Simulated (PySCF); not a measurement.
C₄H₁₆BNSi₂

```
atom    x (Å)    y (Å)    z (Å)
   C  -2.9835   2.0737   0.5723
   B  -3.2648   0.5824   0.1650
  Si  -1.9037  -0.7932   0.4034
   N  -2.5116  -2.3122  -0.1851
  Si   0.0271  -0.4585  -0.8561
   C   1.5448  -0.2287   0.2767
   C   2.8303   0.0605  -0.4895
   C   4.0269   0.2363   0.4389
   H  -3.8474   2.5615   1.0234
   H  -2.7793   2.6364  -0.3417
   H  -2.1302   2.2222   1.2308
   H  -4.2942   0.3679  -0.3609
   H  -1.4656  -0.9266   1.8287
   H  -1.9041  -3.1151  -0.2080
   H  -3.4350  -2.6061   0.0889
   H   0.3653  -1.5444  -1.7923
   H  -0.0430   0.7508  -1.7003
   H   1.3592   0.5887   0.9772
   H   1.6919  -1.1231   0.8864
   H   2.6992   0.9663  -1.0853
   H   3.0292  -0.7594  -1.1832
   H   4.9302   0.4428  -0.1313
   H   4.1897  -0.6660   1.0253
   H   3.8571   1.0636   1.1254
```

Geometry: GFN2-xTB.

Theory: PBE0/pcSseg-1, SCF density, gas phase, non-relativistic (PySCF).

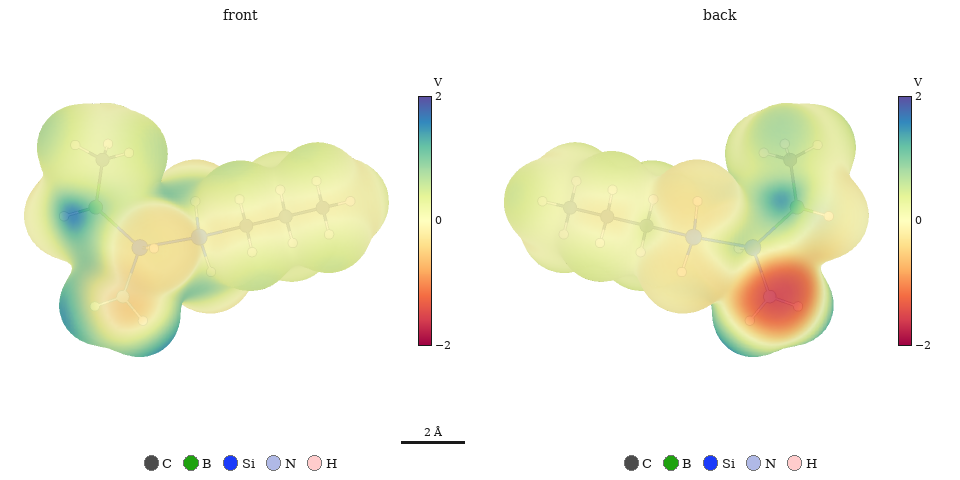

Figure 1. The electrostatic potential painted on the density surface at 0.002 e/bohr³, seen from the front and from behind; red is negative and blue positive.

Question: Where is the surface potential most negative and most positive?

Answer: The most negative region (about −1.5 V) lies over N4, the most positive (about +1.4 V) over B2, H14 and H15. N4 is the likeliest acceptor of a hydrogen bond.

Question: What dipole moment does the calculation give?

Answer: Its dipole moment is 0.95 D.

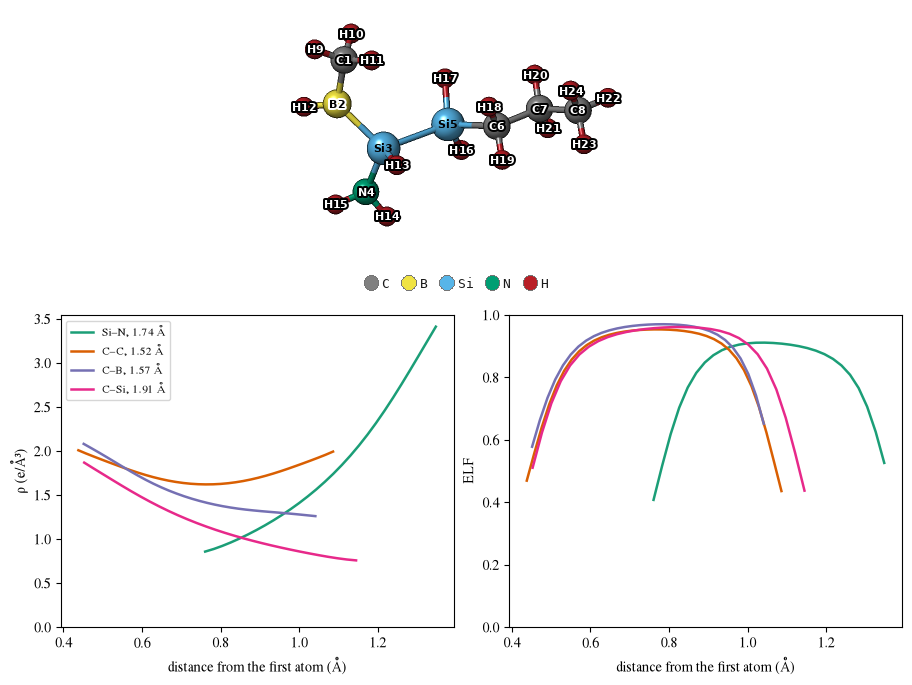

Figure 2. Electron density and electron localisation function along straight lines between neighbouring atoms. The curves leave out the atomic cores. The structure is drawn too.

Question: Compare the contacts.

Answer: Si–N (1.74 Å): ρ at the midpoint is about 1.1 e/Å³; the ELF peaks at about 0.90 between the atoms, as expected for a polar covalent bond.
C–C (1.52 Å): the density is about 1.6 e/Å³ at the midpoint; the ELF peaks at about 0.95 between the atoms, as expected for a covalent bond.
C–B (1.57 Å): ρ at the midpoint is about 1.4 e/Å³; the ELF peaks at about 1 between the atoms (a covalent bond).
C–Si (1.91 Å): the density is about 0.9 e/Å³ at the midpoint; the ELF peaks at about 0.95 between the atoms, as expected for a covalent bond.
